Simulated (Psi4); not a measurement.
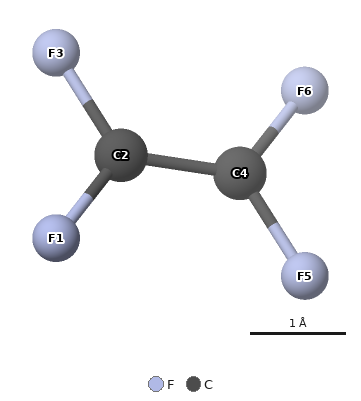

Fig. 1: The input geometry (ball-and-stick view, seen at a tilt; atoms are numbered from 1 in the order of the input). Bond lengths as drawn: C–C 1.32 Å and C–F 1.31 Å.

# C2F4: single-point calculation

- system: C2F4
- method: HF/6-31G*, RHF (Psi4 1.11)

The geometry comes from this level: PBE0-D4/def2-TZVP.

### What the program printed
```
Psi4 1.11 release

   => Loading Basis Set <=

    Name: 6-31G*
    Role: ORBITAL
    Keyword: BASIS

         ---------------------------------------------------------
                                   SCF
                              RHF Reference
                        1 Threads,   1525 MiB Core
         ---------------------------------------------------------

  ==> Geometry <==

    Molecular point group: c1
    Full point group: C1

    Geometry (in Angstrom), charge = 0, multiplicity = 1:

       Center              X                  Y                   Z               Mass
    ------------   -----------------  -----------------  -----------------  -----------------
         F            1.162187999233    -1.123818999617    -0.700318999617    18.998403162730
         C            0.195487999233    -0.629518999617     0.033381000383    12.000000000000
         F           -0.344512000767    -1.509918999617     0.839981000383    18.998403162730
         C           -0.195412000767     0.629481000383    -0.033418999617    12.000000000000
         F            0.344487999233     1.509981000383    -0.839918999617    18.998403162730
         F           -1.162212000767     1.123781000383     0.700281000383    18.998403162730

  Running in c1 symmetry.

  Rotational constants: A =      0.18518  B =      0.10854  C =      0.06843 [cm^-1]
  Rotational constants: A =   5551.58657  B =   3253.94692  C =   2051.50183 [MHz]
  Nuclear repulsion =  245.555220689731556

  Charge       = 0
  Multiplicity = 1
  Electrons    = 48
  Nalpha       = 24
  Nbeta        = 24

  ==> Algorithm <==

  SCF Algorithm Type is PK.
  DIIS enabled.
  MOM disabled.
  Fractional occupation disabled.
  Guess Type is SAD.
  Energy threshold   = 1.00e-09
  Density threshold  = 1.00e-08
  Integral threshold = 1.00e-12

  ==> Primary Basis <==

  Basis Set: 6-31G*
    Blend: 6-31G*
    Number of shells: 36
    Number of basis functions: 84
    Number of Cartesian functions: 90
    Spherical Harmonics?: true
    Max angular momentum: 2

  ==> Integral Setup <==

  Using in-core PK algorithm.
   Calculation information:
      Number of atoms:                   6
      Number of AO shells:              36
      Number of primitives:             90
      Number of atomic orbitals:        90
      Number of basis functions:        84

      Integral cutoff                 1.00e-12
      Number of threads:                 1

  Performing in-core PK
  Using 12748470 doubles for integral storage.
  We computed 193266 shell quartets total.
  Whereas there are 222111 unique shell quartets.

  ==> DiskJK: Disk-Based J/K Matrices <==

    J tasked:                  Yes
    K tasked:                  Yes
    wK tasked:                  No
    Memory [MiB]:             1144
    Schwarz Cutoff:          1E-12

  Minimum eigenvalue in the overlap matrix is 2.8586890682E-03.
  Reciprocal condition number of the overlap matrix is 7.0794620646E-04.
    Using symmetric orthogonalization.

  ==> Pre-Iterations <==

  SCF Guess: Superposition of Atomic Densities via on-the-fly atomic UHF (no occupation information).

   -------------------------
    Irrep   Nso     Nmo
   -------------------------
     A         84      84
   -------------------------
    Total      84      84
   -------------------------

  ==> Iterations <==

                        Total Energy        Delta E     RMS |[F,P]|

   @RHF iter SAD:  -472.86441910549109   -4.72864e+02   0.00000e+00
   @RHF iter   1:  -473.32874707270940   -4.64328e-01   5.39035e-03 DIIS/ADIIS
   @RHF iter   2:  -473.38938682518926   -6.06398e-02   2.89167e-03 DIIS/ADIIS
   @RHF iter   3:  -473.40925137134917   -1.98645e-02   5.32095e-04 DIIS/ADIIS
   @RHF iter   4:  -473.41029003770598   -1.03867e-03   1.20875e-04 DIIS/ADIIS
   @RHF iter   5:  -473.41038975402063   -9.97163e-05   3.05647e-05 DIIS
   @RHF iter   6:  -473.41039699967786   -7.24566e-06   5.77773e-06 DIIS
   @RHF iter   7:  -473.41039725091827   -2.51240e-07   6.70167e-07 DIIS
   @RHF iter   8:  -473.41039725351334   -2.59507e-09   8.84406e-08 DIIS
   @RHF iter   9:  -473.41039725355807   -4.47358e-11   1.38063e-08 DIIS
   @RHF iter  10:  -473.41039725355927   -1.19371e-12   3.51247e-09 DIIS
  Energy and wave function converged.

  ==> Post-Iterations <==

    Orbital Energies [Eh]
    ---------------------

    Doubly Occupied:

       1A    -26.363147     2A    -26.363117     3A    -26.363095
       4A    -26.363079     5A    -11.444184     6A    -11.442464
       7A     -1.726723     8A     -1.710844     9A     -1.662643
      10A     -1.652087    11A     -1.097229    12A     -0.912179
      13A     -0.859775    14A     -0.837908    15A     -0.799722
      16A     -0.784547    17A     -0.757485    18A     -0.731385
      19A     -0.708043    20A     -0.702006    21A     -0.686607
      22A     -0.670599    23A     -0.666016    24A     -0.391472

    Virtual:

      25A      0.202293    26A      0.271520    27A      0.346079
      28A      0.350137    29A      0.579660    30A      0.671131
      31A      0.676112    32A      0.700906    33A      0.722001
      34A      0.783785    35A      0.799368    36A      0.803019
      37A      0.837543    38A      1.163794    39A      1.409817
      40A      1.416653    41A      1.429061    42A      1.441234
      43A      1.443499    44A      1.489873    45A      1.553872
      46A      1.577895    47A      1.610493    48A      1.626580
      49A      1.629371    50A      1.636048    51A      1.678838
      52A      1.719663    53A      1.742519    54A      1.829580
      55A      1.907181    56A      1.983577    57A      2.017747
      58A      2.033185    59A      2.090648    60A      2.101998
      61A      2.102751    62A      2.107493    63A      2.221820
      64A      2.233726    65A      2.234476    66A      2.274669
      67A      2.283583    68A      2.311606    69A      2.346896
      70A      2.367280    71A      2.538373    72A      2.590272
      73A      2.614315    74A      2.700755    75A      2.701695
      76A      3.010846    77A      3.013500    78A      3.088986
      79A      3.152281    80A      3.336666    81A      3.375965
      82A      3.458547    83A      3.641879    84A      3.685957

    Final Occupation by Irrep:
              A
    DOCC [    24 ]
    NA   [    24 ]
    NB   [    24 ]

  @RHF Final Energy:  -473.41039725355927

   => Energetics <=

    Nuclear Repulsion Energy =            245.5552206897315557
    One-Electron Energy =               -1146.5385242352883779
    Two-Electron Energy =                 427.5729062919975831
    Total Energy =                       -473.4103972535592675

Computation Completed

Properties will be evaluated at   0.000000,   0.000000,   0.000000 [a0]

Properties computed using the SCF density matrix

 Multipole Moments:

 ------------------------------------------------------------------------------------
     Multipole            Electronic (a.u.)      Nuclear  (a.u.)        Total (a.u.)
 ------------------------------------------------------------------------------------

 L = 1.  Multiply by 2.5417464519 to convert [e a0] to [Debye]
 Dipole X            :          0.0001409            0.0000453            0.0001862
 Dipole Y            :         -0.0000728           -0.0000226           -0.0000954
 Dipole Z            :         -0.0001066           -0.0000226           -0.0001292
 Magnitude           :                                                    0.0002459

 ------------------------------------------------------------------------------------

	total time  =          1 seconds =       0.02 minutes

Properties will be evaluated at   0.000000,   0.000000,   0.000000 [a0]
OEProp: No title given, name of density matrix used for the following properties is 'SCF density'

 Multipole Moments:

 ------------------------------------------------------------------------------------
     Multipole            Electronic (a.u.)      Nuclear  (a.u.)        Total (a.u.)
 ------------------------------------------------------------------------------------

 L = 1.  Multiply by 2.5417464519 to convert [e a0] to [Debye]
 Dipole X            :          0.0001409            0.0000453            0.0001862
 Dipole Y            :         -0.0000728           -0.0000226           -0.0000954
 Dipole Z            :         -0.0001066           -0.0000226           -0.0001292
 Magnitude           :                                                    0.0002459

 L = 2.  Multiply by 1.3450342976 to convert [e a0^2] to [Debye ang]
 Quadrupole XX       :       -118.8406394           96.0881129          -22.7525265
 Quadrupole XY       :         56.2027491          -55.7895882            0.4131609
 Quadrupole XZ       :         71.8662590          -70.6363390            1.2299200
 Quadrupole YY       :       -268.4354489          244.7143631          -23.7210858
 Quadrupole YZ       :         32.2875452          -31.8376146            0.4499306
 Quadrupole ZZ       :        -99.5095700           76.9215807          -22.5879894
 Traceless XX        :         43.4212467          -43.1532393            0.2680074
 Traceless YY        :       -106.1735628          105.4730109           -0.7005520
 Traceless ZZ        :         62.7523161          -62.3197716            0.4325445

 ------------------------------------------------------------------------------------

  Mayer Bond Indices:

  Irrep: 1 Size: 6 x 6

                 1                   2                   3                   4                   5

    1     0.00000000000000     0.87031996709982     0.00800889806496     0.03437180357814     0.00274745636619
    2     0.87031996709982     0.00000000000000     0.87028301923365     1.79803111650930     0.03436673595653
    3     0.00800889806496     0.87028301923365     0.00000000000000     0.03436469748820     0.00381152497838
    4     0.03437180357814     1.79803111650930     0.03436469748820     0.00000000000000     0.87031424636255
    5     0.00274745636619     0.03436673595653     0.00381152497838     0.87031424636255     0.00000000000000
    6     0.00381151427747     0.03436358224766     0.00274768985256     0.87026407816227     0.00800503950119

                 6

    1     0.00381151427747
    2     0.03436358224766
    3     0.00274768985256
    4     0.87026407816227
    5     0.00800503950119
    6     0.00000000000000

  Atomic Valences:

 #  #
 Irrep: 1
      1:    0.919259639386578
      2:    3.607364421046963
      3:    0.919215829617744
      4:    3.607345942100446
      5:    0.919245003164838
      6:    0.919191904041151

    Psi4 run time: 0:00:01.38
```

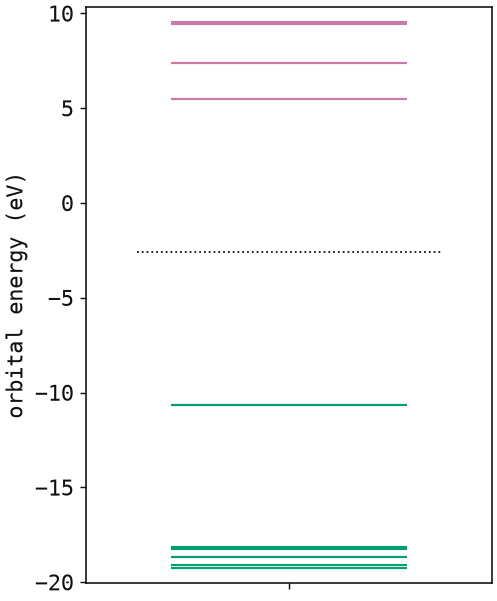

Fig. 2: Orbital energies near the frontier; the dotted line parts filled from empty levels, and levels within 0.02 eV of each other stand side by side. Highest filled −10.65 eV, lowest empty 5.50 eV, 16.15 eV apart.

This output came from the following input.

### Input (job.dat)
```
memory 1600 mb

molecule system {
  F      1.169200    -1.134500    -0.708000
  C      0.202500    -0.640200     0.025700
  F     -0.337500    -1.520600     0.832300
  C     -0.188400     0.618800    -0.041100
  F      0.351500     1.499300    -0.847600
  F     -1.155200     1.113100     0.692600
  units angstrom
  symmetry c1
}

set globals {
  puream        true
  e_convergence 1e-09
  d_convergence 1e-08
  scf_type      pk
}

e_tot, wfn = energy('hf/6-31G*', return_wfn=True)
oeprop(wfn, 'DIPOLE', 'MAYER_INDICES', 'QUADRUPOLE')
```

Launched with:
```bash
psi4 -i job.dat -o job.out -n 1
```

### Results in brief

```tsv
quantity	value
outcome	converged
total energy	−473.410397 hartree
basis functions	84
HOMO	−10.65 eV
LUMO	5.50 eV
dipole moment	0.00 D
hardware	1 thread of Intel Xeon (Sapphire Rapids), 64 GiB of memory available, shared host
wall time	2.3 s
peak memory	0.28 GiB
```
